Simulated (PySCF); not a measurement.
# C$_{5}$H$_{7}$BrGe: what the fields show

```yaml
atoms:
  - { symbol: C, position_ang: [2.7789, 1.2194, 0.4209] }
  - { symbol: C, position_ang: [2.0596, 0.2714, 0.5951] }
  - { symbol: Ge, position_ang: [0.8993, -1.2290, 0.7999] }
  - { symbol: Br, position_ang: [1.1728, -2.4877, -1.0970] }
  - { symbol: C, position_ang: [-1.0259, -0.6931, 0.9434] }
  - { symbol: C, position_ang: [-1.4483, 0.0382, -0.2812] }
  - { symbol: C, position_ang: [-1.5909, 1.3502, -0.3469] }
  - { symbol: H, position_ang: [3.4142, 2.0478, 0.2822] }
  - { symbol: H, position_ang: [1.4223, -2.1001, 1.9377] }
  - { symbol: H, position_ang: [-1.1364, -0.0689, 1.8298] }
  - { symbol: H, position_ang: [-1.6189, -1.6003, 1.0785] }
  - { symbol: H, position_ang: [-1.6113, -0.5736, -1.1605] }
  - { symbol: H, position_ang: [-1.8831, 1.8440, -1.2572] }
  - { symbol: H, position_ang: [-1.4330, 1.9813, 0.5133] }
```

Geometry: GFN2-xTB.

All numbers below come from PySCF 2.14.0, CAM-B3LYP/def2-SVPD, SCF density, gas phase.

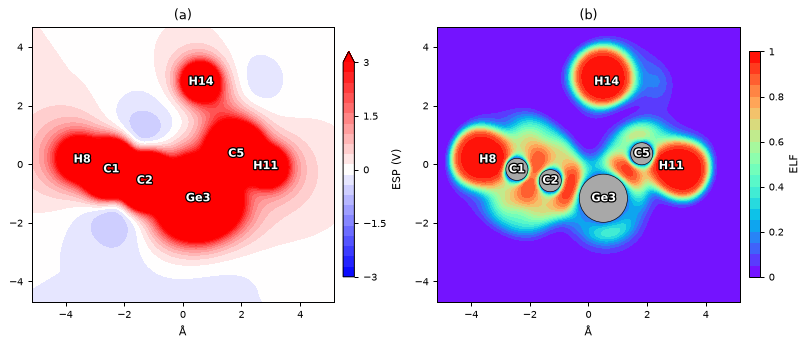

Figure 1. (a) molecular electrostatic potential; (b) ELF on the plane of atoms Ge3, C5 and H11. Grey discs cover the atomic cores in the ELF map.

What do the fields say about this system?

Atoms in the plane: C, Ge and H.
C–C (1.20 Å): the ELF peaks at about 0.85 between the atoms: a multiple bond.
C–Ge (1.91 Å): the ELF peaks at about 0.95 in the valence shell of C, 0.7 Å from its nucleus, and is about 0.65 at the midpoint.
C–H (1.05 Å): the ELF climbs to about 1 towards the hydrogen, as it does in any bond to H (an ordinary covalent bond to hydrogen).
C–Ge (2.00 Å): the ELF peaks at about 0.90 in the valence shell of C, 0.8 Å from its nucleus, and is about 0.75 at the midpoint.
Outside the dense part of the molecule the potential is most negative (−0.7 V) near C2.

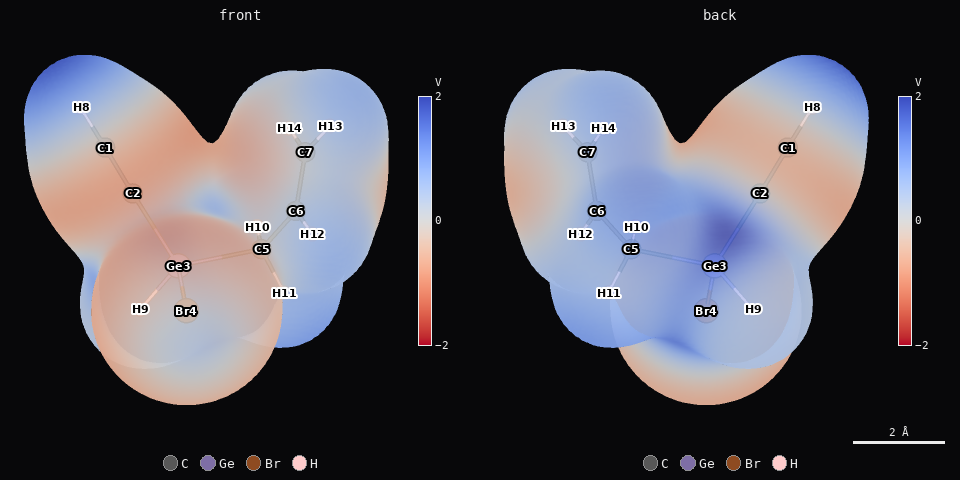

Figure 2. The molecular electrostatic potential painted on the density surface at 0.002 e/bohr³, seen from the front and from behind; the colour scale runs from red (negative) to blue (positive).

Which sites attract a positive test charge, and which a negative one?

A positive charge is drawn to the negative regions and a negative charge to the positive ones. The most negative region (about −0.8 V, or −18 kcal/mol for a unit charge) lies over C1 and C2, the most positive (about +1.7 V, or +39 kcal/mol for a unit charge) over Ge3 and H8. Br4 shows a σ-hole: about +0.2 V at the tip opposite its bond, against about −0.6 V, or −14 kcal/mol for a unit charge on its flanks.
